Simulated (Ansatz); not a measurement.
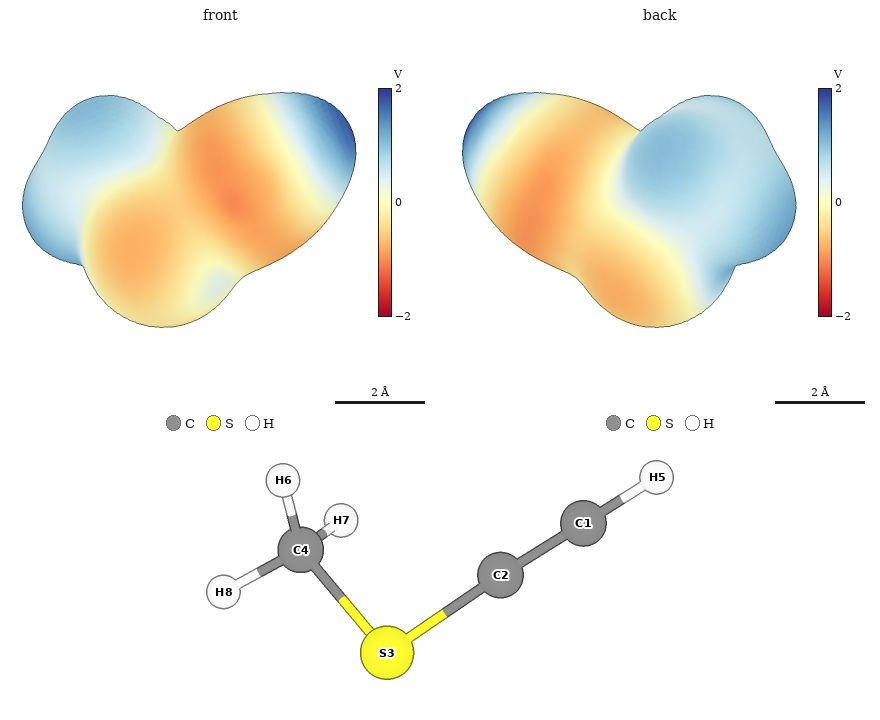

Figure. C₃H₄S. The electrostatic potential painted on the density surface at 0.002 e/bohr³, seen from the front and from behind; red is negative and blue positive. The bare structure is drawn below in the same view.

Method: Ansatz 0.2.0, UKS PBE0/def2-mTZVP.

The calculation's input:

```
crystal:
  periodic: [false, false, false]
  atoms:
    - { symbol: C, position_ang: [2.0967, -0.3744, 0.8349] }
    - { symbol: C, position_ang: [0.9031, -0.6566, 0.6442] }
    - { symbol: S, position_ang: [-0.7325, -1.1164, 0.3851] }
    - { symbol: C, position_ang: [-1.1779, 0.3156, -0.5717] }
    - { symbol: H, position_ang: [3.0642, -0.0545, 0.9668] }
    - { symbol: H, position_ang: [-1.1465, 1.2433, 0.0085] }
    - { symbol: H, position_ang: [-0.6472, 0.3917, -1.4888] }
    - { symbol: H, position_ang: [-2.2677, 0.1943, -0.8349] }
magnetization:
  spin_polarized: true
basis:
  gaussian: { orbitals: def2-mTZVP }
hamiltonian:
  xc: pbe0
relax:
  f_tol: 0.02
  max_steps: 50
output:
  orbitals: {}
```

Command:

```sh
ansatz run input.yaml --threads 2 --pin off --max-ram 3072MiB --backend cpu --events-out ev --progress --plain --runs-dir out
```

The fields are those of the run's last geometry, not of the input's.

Q: Where is the surface potential most negative and most positive?

A: The most negative region (about −1.0 V) lies over C1 and C2, the most positive (about +1.7 V) over H5.
